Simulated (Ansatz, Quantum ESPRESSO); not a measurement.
# Tuning the work function of Mo(100), part 4 of 7

Which overlayers raise and which lower the work function of Mo(100), and does electronegativity predict it?

Quantum ESPRESSO 7.5; plane-wave DFT, PBE, GBRV ultrasoft pseudopotentials; geometry by Ansatz 0.2.0 with PAW datasets.

So far. Step 6 (Self-consistent run, Cu overlayer): More iterations help only where the error still falls; otherwise the mixing, the start or the set-up has to change. Step 7 (Geometry from Ansatz, Au overlayer): The relaxation lowers the energy by 4 meV an atom. Held were the atoms numbered 1, 2 and 3; the forces quoted are those on the free ones.

## 8. SCF with pw.x, Au overlayer

Level of this step: plane-wave DFT, PBE, GBRV ultrasoft pseudopotentials (Quantum ESPRESSO 7.5).

Au.esm.in

```
&control
  prefix = 'Au.esm'
  outdir = './out'
  pseudo_dir = './pseudo'
  calculation = 'scf'
  tprnfor = .true.
/
&system
  ibrav = 0
  nat = 6
  ntyp = 2
  ecutwfc = 40
  ecutrho = 200
  occupations = 'smearing'
  smearing = 'mv'
  degauss = 0.02
  assume_isolated = 'esm'
  esm_bc = 'bc1'
/
&electrons
  conv_thr = 1e-07
  mixing_beta = 0.4
  electron_maxstep = 120
  mixing_mode = 'local-TF'
/
ATOMIC_SPECIES
  Mo  95.9500  mo_pbe_v1.uspp.F.UPF
  Au  196.9666  au_pbe_v1.uspp.F.UPF
CELL_PARAMETERS angstrom
  3.15000000000000 0.00000000000000 0.00000000000000
  0.00000000000000 3.15000000000000 0.00000000000000
  0.00000000000000 0.00000000000000 25.30000000000000
ATOMIC_POSITIONS crystal
  Mo  0.000000000000 0.000000000000 -0.158838086638
  Mo  0.500000000000 0.500000000000 -0.096585122238
  Mo  0.000000000000 0.000000000000 -0.034332157738
  Mo  0.500000000000 0.500000000000 0.027618713081
  Mo  -0.000000000000 0.000000000000 0.087641768145
  Au  0.500000000000 0.500000000000 0.158838086638
K_POINTS automatic
  8 8 1 0 0 0
```

On the command line:

```
$ OMP_NUM_THREADS=1 mpirun -n 4 pw.x -nk 4 -in Au.esm.in > Au.esm.out
```

Output:

```text
[banner, memory and clock lines left out]
Program PWSCF v.7.5 starts

          URL

     Message from routine setup:
     using ibrav=0 with symmetry is DISCOURAGED, use correct ibrav instead

     G-vector sticks info

     bravais-lattice index     =            0
     lattice parameter (alat)  =       5.9526  a.u.
     unit-cell volume          =    1694.0968 (a.u.)^3
     number of atoms/cell      =            6
     number of atomic types    =            2
     number of electrons       =        81.00
     number of Kohn-Sham states=           49
     kinetic-energy cutoff     =      40.0000  Ry
     charge density cutoff     =     200.0000  Ry
     scf convergence threshold =      1.0E-07
     mixing beta               =       0.4000
     number of iterations used =            8  local-TF  mixing
     Exchange-correlation= SLA  PW   PBE  PBE
                           (   1   4   3   4   0   0   0)

     Effective Screening Medium Method
     Boundary Conditions: Vacuum-Slab-Vacuum
     total charge in unit cell        =   0.0000
     grid points for fit at edges     =        4

     celldm(1)=   5.952637  celldm(2)=   0.000000  celldm(3)=   0.000000
     celldm(4)=   0.000000  celldm(5)=   0.000000  celldm(6)=   0.000000

     crystal axes: (cart. coord. in units of alat)
               a(1) = (   1.000000   0.000000   0.000000 )
               a(2) = (   0.000000   1.000000   0.000000 )
               a(3) = (   0.000000   0.000000   8.031746 )

     reciprocal axes: (cart. coord. in units 2 pi/alat)
               b(1) = (  1.000000  0.000000  0.000000 )
               b(2) = (  0.000000  1.000000  0.000000 )
               b(3) = (  0.000000  0.000000  0.124506 )

     PseudoPot. # 1 for Mo read from file:
     ./pseudo/mo_pbe_v1.uspp.F.UPF
     Pseudo is Ultrasoft + core correction, Zval = 14.0
     Generated by new atomic code, or converted to UPF format
     Using radial grid of  889 points,  6 beta functions with:
                l(1) =   0
                l(2) =   0
                l(3) =   1
                l(4) =   1
                l(5) =   2
                l(6) =   2
     Q(r) pseudized with  6 coefficients,  rinner =    1.000   1.000   1.000
                                                       1.000   1.000

     PseudoPot. # 2 for Au read from file:
     ./pseudo/au_pbe_v1.uspp.F.UPF
     Pseudo is Ultrasoft + core correction, Zval = 11.0
     Generated by new atomic code, or converted to UPF format
     Using radial grid of  985 points,  7 beta functions with:
                l(1) =   0
                l(2) =   0
                l(3) =   1
                l(4) =   1
                l(5) =   2
                l(6) =   2
                l(7) =   3
     Q(r) pseudized with  6 coefficients,  rinner =    1.900   1.900   1.900
                                                       1.900   1.900   1.900
                                                       1.900

     atomic species   valence    mass     pseudopotential
     Mo               14.00    95.95000     Mo( 1.00)
     Au               11.00   196.96660     Au( 1.00)

      8 Sym. Ops. (no inversion) found

   Cartesian axes

     site n.     atom                  positions (alat units)
         1        Mo     tau(   1) = (   0.0000000   0.0000000  -1.2757472  )
         2        Mo     tau(   2) = (   0.5000000   0.5000000  -0.7757472  )
         3        Mo     tau(   3) = (   0.0000000   0.0000000  -0.2757472  )
         4        Mo     tau(   4) = (   0.5000000   0.5000000   0.2218265  )
         5        Mo     tau(   5) = (   0.0000000   0.0000000   0.7039164  )
         6        Au     tau(   6) = (   0.5000000   0.5000000   1.2757472  )

     number of k points=    15  Marzari-Vanderbilt smearing, width (Ry)=  0.0200
                       cart. coord. in units 2pi/alat
        k(    1) = (   0.0000000   0.0000000   0.0000000), wk =   0.0312500
        k(    2) = (   0.0000000   0.1250000   0.0000000), wk =   0.1250000
        k(    3) = (   0.0000000   0.2500000   0.0000000), wk =   0.1250000
        k(    4) = (   0.0000000   0.3750000   0.0000000), wk =   0.1250000
        k(    5) = (   0.0000000  -0.5000000   0.0000000), wk =   0.0625000
        k(    6) = (   0.1250000   0.1250000   0.0000000), wk =   0.1250000
        k(    7) = (   0.1250000   0.2500000   0.0000000), wk =   0.2500000
        k(    8) = (   0.1250000   0.3750000   0.0000000), wk =   0.2500000
        k(    9) = (   0.1250000  -0.5000000   0.0000000), wk =   0.1250000
        k(   10) = (   0.2500000   0.2500000   0.0000000), wk =   0.1250000
        k(   11) = (   0.2500000   0.3750000   0.0000000), wk =   0.2500000
        k(   12) = (   0.2500000  -0.5000000   0.0000000), wk =   0.1250000
        k(   13) = (   0.3750000   0.3750000   0.0000000), wk =   0.1250000
        k(   14) = (   0.3750000  -0.5000000   0.0000000), wk =   0.1250000
        k(   15) = (  -0.5000000  -0.5000000   0.0000000), wk =   0.0312500

     Dense  grid:    80871 G-vectors     FFT dimensions: (  27,  27, 216)

     Smooth grid:    57637 G-vectors     FFT dimensions: (  24,  24, 200)

     Check: negative core charge=   -0.000004

     Initial potential from superposition of free atoms

     starting charge      80.9946, renormalised to      81.0000

     negative rho (up, down):  4.959E-03 0.000E+00
     Starting wfcs are   74 randomized atomic wfcs

     per-process dynamical memory:    81.6 Mb

     Self-consistent Calculation

     iteration #  1     ecut=    40.00 Ry     beta= 0.40
     Davidson diagonalization with overlap
     ethr =  1.00E-02,  avg # of iterations =  1.1

     negative rho (up, down):  1.916E-03 0.000E+00

     total energy              =    -810.29534066 Ry
     estimated scf accuracy    <      36.02412066 Ry

     iteration #  2     ecut=    40.00 Ry     beta= 0.40
     Davidson diagonalization with overlap
     ethr =  1.00E-02,  avg # of iterations =  1.0

     negative rho (up, down):  9.184E-04 0.000E+00

     total energy              =    -811.25008504 Ry
     estimated scf accuracy    <       1.68190731 Ry

     iteration #  3     ecut=    40.00 Ry     beta= 0.40
     Davidson diagonalization with overlap
     ethr =  2.08E-03,  avg # of iterations =  4.1

     negative rho (up, down):  3.104E-04 0.000E+00

     total energy              =    -811.27640644 Ry
     estimated scf accuracy    <       0.90900893 Ry

     iteration #  4     ecut=    40.00 Ry     beta= 0.40
     Davidson diagonalization with overlap
     ethr =  1.12E-03,  avg # of iterations =  5.5

     negative rho (up, down):  3.921E-05 0.000E+00

[...]
k = 0.0000 0.3750 0.0000 (  7202 PWs)   bands (ev):

   -65.6529 -65.5152 -65.4247 -65.3766 -65.2659 -40.2730 -40.2583 -39.9452
   -39.8608 -39.6775 -39.6200 -39.5281 -39.4957 -39.3941 -39.2812 -39.2233
   -39.1646 -39.1406 -39.0523 -39.0125  -9.9430  -9.6797  -9.3236  -9.1974
    -8.6546  -8.5874  -8.2707  -8.1230  -7.8118  -7.6659  -7.3298  -7.1973
    -7.1240  -6.6409  -5.9755  -5.8003  -5.7700  -5.6119  -5.0335  -4.7582
    -4.3946  -4.1410  -4.0036  -3.9318  -3.5611  -3.2705  -3.1784  -2.6874
    -2.1093

          k = 0.0000-0.5000 0.0000 (  7168 PWs)   bands (ev):

   -65.6320 -65.4951 -65.4206 -65.3986 -65.2747 -40.3162 -40.2989 -39.9729
   -39.9044 -39.6428 -39.6014 -39.5167 -39.4268 -39.3983 -39.3774 -39.2280
   -39.1717 -39.1364 -39.0728 -39.0083  -9.9002  -9.7418  -9.2855  -9.1310
    -8.4651  -8.3992  -8.3795  -8.1718  -7.6337  -7.3774  -7.2556  -7.2291
    -6.6624  -6.5734  -6.1383  -5.8643  -5.7194  -5.6560  -4.9552  -4.5702
    -4.4000  -4.1304  -3.8548  -3.4955  -3.4083  -2.9899  -2.9796  -2.2894
    -2.1171

          k = 0.1250 0.1250 0.0000 (  7219 PWs)   bands (ev):

   -65.7228 -65.5631 -65.4459 -65.3209 -65.2372 -40.0442 -40.0147 -39.9845
   -39.7941 -39.7082 -39.6961 -39.5858 -39.4653 -39.4449 -39.2183 -39.1693
   -39.1159 -39.1129 -39.0093 -38.9981 -10.9658 -10.0867  -9.4917  -9.4253
    -8.9741  -8.8816  -8.6408  -8.1360  -8.1338  -8.0210  -7.7842  -7.7002
    -6.9409  -6.4403  -6.3350  -6.2359  -5.9295  -5.3470  -5.1536  -5.0656
    -4.8121  -4.4764  -3.9150  -3.8071  -3.8047  -3.2914  -2.9443  -2.7649
    -2.6395

          k = 0.1250 0.2500 0.0000 (  7224 PWs)   bands (ev):

   -65.6874 -65.5398 -65.4343 -65.3438 -65.2499 -40.1416 -40.1242 -39.9691
   -39.8107 -39.7536 -39.6895 -39.5811 -39.4849 -39.4275 -39.2469 -39.1965
   -39.1447 -39.1030 -39.0276 -39.0241 -10.2444  -9.5532  -9.3018  -8.9430
    -8.7591  -8.6121  -8.3315  -8.2048  -8.0827  -8.0335  -7.8452  -7.3006
    -6.9491  -6.8086  -6.6124  -6.2500  -6.1575  -5.5269  -5.3475  -4.9976
    -4.6963  -4.3251  -4.0416  -3.6086  -3.3941  -3.2094  -3.1331  -2.7170
    -2.4937

          k = 0.1250 0.3750 0.0000 (  7221 PWs)   bands (ev):

   -65.6473 -65.5102 -65.4212 -65.3768 -65.2647 -40.2399 -40.2275 -39.9994
   -39.8781 -39.7453 -39.6259 -39.5819 -39.5038 -39.3901 -39.2909 -39.2304
   -39.1413 -39.1332 -39.0577 -39.0374  -9.6862  -9.4675  -9.0834  -8.9169
    -8.6675  -8.5199  -8.3306  -8.2099  -7.6909  -7.6205  -7.4983  -7.2752
    -7.1512  -6.7130  -6.3889  -6.1648  -5.7999  -5.3683  -5.2254  -4.7272
    -4.5504  -4.2956  -3.9763  -3.8109  -3.1673  -3.1009  -3.0121  -2.6069
    -2.2195

          k = 0.1250-0.5000 0.0000 (  7224 PWs)   bands (ev):

   -65.6289 -65.4921 -65.4175 -65.3955 -65.2718 -40.2798 -40.2655 -40.0193
   -39.9276 -39.7348 -39.6252 -39.5072 -39.4855 -39.4240 -39.2954 -39.2643
   -39.1590 -39.1333 -39.0622 -39.0464  -9.6130  -9.5491  -8.9841  -8.9236
    -8.6318  -8.6067  -8.2076  -8.1759  -7.6955  -7.5851  -7.3681  -7.2527
    -6.8449  -6.6160  -6.4716  -5.6418  -5.5809  -5.3326  -5.0234  -4.5587
    -4.4422  -4.2768  -4.1197  -3.5522  -3.1529  -2.9958  -2.8717  -2.2470
    -2.2192

          k = 0.2500 0.2500 0.0000 (  7234 PWs)   bands (ev):

   -65.6615 -65.5209 -65.4237 -65.3582 -65.2553 -40.1297 -40.1039 -40.0684
   -39.8506 -39.8140 -39.7640 -39.5839 -39.5261 -39.4224 -39.2760 -39.1731
   -39.1521 -39.1484 -39.0616 -39.0182  -9.7132  -8.9506  -8.9358  -8.8618
    -8.5481  -8.3526  -8.2080  -7.9773  -7.9408  -7.7129  -7.6922  -7.4229
    -7.1801  -6.9663  -6.9646  -6.6414  -6.3589  -6.1345  -5.2977  -4.7517
    -4.5947  -4.4136  -4.0993  -3.4274  -3.0487  -2.7859  -2.7557  -2.4739
    -2.3479

          k = 0.2500 0.3750 0.0000 (  7271 PWs)   bands (ev):

   -65.6336 -65.4976 -65.4130 -65.3780 -65.2617 -40.2065 -40.1466 -40.0960
   -39.9518 -39.8171 -39.7020 -39.6175 -39.5397 -39.4124 -39.3037 -39.2182
   -39.1791 -39.1331 -39.0878 -39.0431  -9.3751  -9.0348  -8.9778  -8.9416
    -8.5360  -8.2477  -8.1222  -8.0550  -7.8787  -7.6346  -7.3075  -7.0957
    -7.0578  -6.8883  -6.5525  -6.4130  -6.1823  -5.8640  -5.0718  -4.7740
    -4.3789  -4.1691  -3.7457  -3.2666  -3.1902  -2.7191  -2.6151  -2.2888
    -2.1562

          k = 0.2500-0.5000 0.0000 (  7292 PWs)   bands (ev):

   -65.6214 -65.4849 -65.4100 -65.3880 -65.2648 -40.2189 -40.1949 -40.1301
   -39.9935 -39.8063 -39.6369 -39.5994 -39.5072 -39.4725 -39.3713 -39.2063
   -39.1656 -39.1254 -39.1084 -39.0664  -9.3076  -9.0827  -9.0701  -9.0209
    -8.5802  -8.3305  -8.1469  -8.0898  -7.9655  -7.7684  -7.2325  -7.1518
    -6.8800  -6.7705  -5.9929  -5.9353  -5.8938  -5.2579  -5.0543  -4.6796
    -4.4856  -3.7903  -3.7219  -3.1857  -3.0440  -2.7692  -2.6868  -2.1555
    -2.0846

          k = 0.3750 0.3750 0.0000 (  7296 PWs)   bands (ev):

   -65.6197 -65.4839 -65.4052 -65.3797 -65.2589 -40.2720 -40.2021 -40.0658
   -39.9302 -39.8802 -39.7095 -39.6063 -39.5825 -39.4231 -39.3829 -39.2929
   -39.1923 -39.1499 -39.0949 -39.0363  -9.4828  -9.3002  -9.0774  -9.0117
    -8.6980  -8.4271  -7.9107  -7.5990  -7.5516  -7.4205  -7.3287  -7.2529
    -6.8287  -6.6379  -6.5334  -6.2423  -5.9752  -5.8555  -4.7284  -3.8858
    -3.8163  -3.6113  -3.4554  -3.0269  -2.8329  -2.4451  -2.3062  -2.2606
    -2.1268

          k = 0.3750-0.5000 0.0000 (  7300 PWs)   bands (ev):

   -65.6139 -65.4777 -65.4024 -65.3805 -65.2579 -40.2851 -40.2802 -40.0455
   -39.9711 -39.7830 -39.7192 -39.6175 -39.5556 -39.4498 -39.4153 -39.3786
   -39.1755 -39.1747 -39.0706 -39.0495  -9.5694  -9.4400  -9.1515  -9.0286
    -8.8331  -8.5233  -7.8949  -7.7316  -7.4934  -7.4293  -7.3963  -7.2003
    -6.7609  -6.6366  -6.2891  -6.1336  -5.5444  -5.4097  -3.9908  -3.8273
    -3.5833  -3.0654  -3.0108  -2.9319  -2.6661  -2.4716  -2.2451  -2.0924
    -1.9690

          k =-0.5000-0.5000 0.0000 (  7272 PWs)   bands (ev):

   -65.6108 -65.4747 -65.3993 -65.3773 -65.2549 -40.3301 -40.3301 -39.9779
   -39.9779 -39.7639 -39.6393 -39.6393 -39.5709 -39.5557 -39.4166 -39.4155
   -39.2092 -39.2092 -39.0433 -39.0433  -9.7217  -9.5918  -9.1097  -9.1097
    -9.0207  -8.5985  -7.7684  -7.7684  -7.7563  -7.2977  -7.2977  -7.0143
    -6.7158  -6.4544  -6.4544  -6.3454  -5.0762  -5.0762  -3.1140  -3.1139
    -2.9527  -2.8242  -2.5616  -2.3713  -2.2014  -2.1077  -2.0314  -1.9776
    -1.9648

     the Fermi energy is    -4.4576 ev

!    total energy              =    -811.43825361 Ry
     estimated scf accuracy    <       0.00000007 Ry
     smearing contrib. (-TS)   =      -0.00068655 Ry
     internal energy E=F+TS    =    -811.43756707 Ry

     The total energy is F=E-TS. E is the sum of the following terms:
     one-electron contribution =   13514.40589066 Ry
     hartree contribution      =   -6773.82123355 Ry
     xc contribution           =    -158.67113030 Ry
     ewald contribution        =   -7393.35109388 Ry

     convergence has been achieved in  31 iterations

     negative rho (up, down):  4.914E-03 0.000E+00

     Forces acting on atoms (cartesian axes, Ry/au):

     atom    1 type  1   force =     0.00000000    0.00000000    0.05279624
     atom    2 type  1   force =     0.00000000    0.00000000   -0.04876329
     atom    3 type  1   force =     0.00000000    0.00000000   -0.00289451
     atom    4 type  1   force =     0.00000000    0.00000000   -0.00028874
     atom    5 type  1   force =     0.00000000    0.00000000   -0.00059772
     atom    6 type  2   force =     0.00000000    0.00000000   -0.00033926

     Total force =     0.071932     Total SCF correction =     0.001618

     XML data file, charge density, pseudopotentials, collected wavefunctions

                                        0.00s GPU  (     854 calls)

Note: The following floating-point exceptions are signalling: IEEE_DIVIDE_BY_ZERO IEEE_UNDERFLOW_FLAG
Note: The following floating-point exceptions are signalling: IEEE_DIVIDE_BY_ZERO IEEE_UNDERFLOW_FLAG
Note: The following floating-point exceptions are signalling: IEEE_DIVIDE_BY_ZERO IEEE_UNDERFLOW_FLAG
Note: The following floating-point exceptions are signalling: IEEE_DIVIDE_BY_ZERO IEEE_UNDERFLOW_FLAG
```

The job ended after 92 s (4 MPI ranks of Arm Neoverse V2, shared host; peak memory 0.92 GiB).

Numbers from this step:

```
free energy                                                    : -11040.1799 eV
Fermi energy                                                   : -4.458 eV
vacuum line at the lower end of the cell, over the Fermi level : 3.997 eV
vacuum line at the upper end of the cell, over the Fermi level : 4.918 eV
```

The potential energy, planar mean oscillates, so the rows of the table below give means over windows of 1.53 Å about each position, cut where the curve ends. Its maxima inside the range that stand out by 2 % of the span (Å: eV): -3.3: -8.09, -1.6: -8.49, -0.1: -8.70, 1.4: -9.48. Its minima: -4.0: -23.5, -2.5: -24.0, -0.8: -24.0, 0.7: -24.1, 2.2: -24.0.

Electrostatic potential energy of an electron; zero at the Fermi level. Table of potential energy, planar mean by z; means over each step:

| z (Å) | potential energy, planar mean (eV) |
| --- | --- |
| -11.88 | 4.00 |
| -10.36 | 4.00 |
| -8.83 | 4.00 |
| -7.30 | 3.95 |
| -5.77 | 2.74 |
| -4.24 | -14.1 |
| -2.71 | -16.1 |
| -1.18 | -16.4 |
| 0.35 | -16.4 |
| 1.88 | -16.6 |
| 3.41 | -3.55 |
| 4.94 | 1.54 |
| 6.47 | 4.80 |
| 8.00 | 4.92 |
| 9.53 | 4.92 |
| 11.06 | 4.92 |

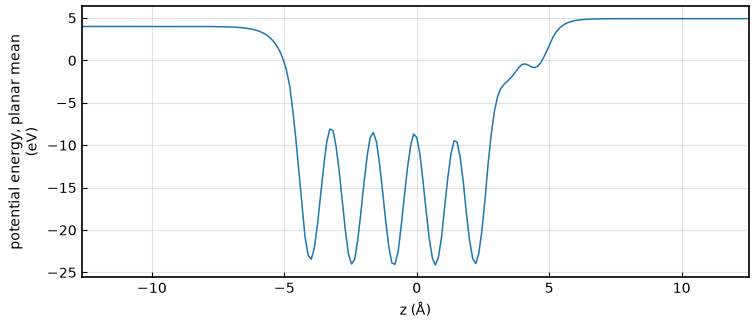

Potential energy, planar mean, plotted against z.

The covered face stands at 4.92 eV against 3.91 eV when clean.

Inside the slab this potential holds the local part of the pseudopotentials, which can be repulsive at the nuclei; only its value in the vacuum has a meaning of its own.

(Continued in part 5 of 7.)

[Logs are printed without paths, hosts, clocks, repeated set-up lines and the standing remarks that a program may print on its own settings, such as how far it seeks lower states.]

[Hosts, paths, dates, database ids (printed as entryN), source tags and the programs' standing remarks are cut or masked in the printed files.]

[Maps of the electrostatic potential energy from Ansatz leave out the sawtooth potential of an applied field or a dipole correction, so their vacuum need not be flat; planar profiles and work functions include it.]
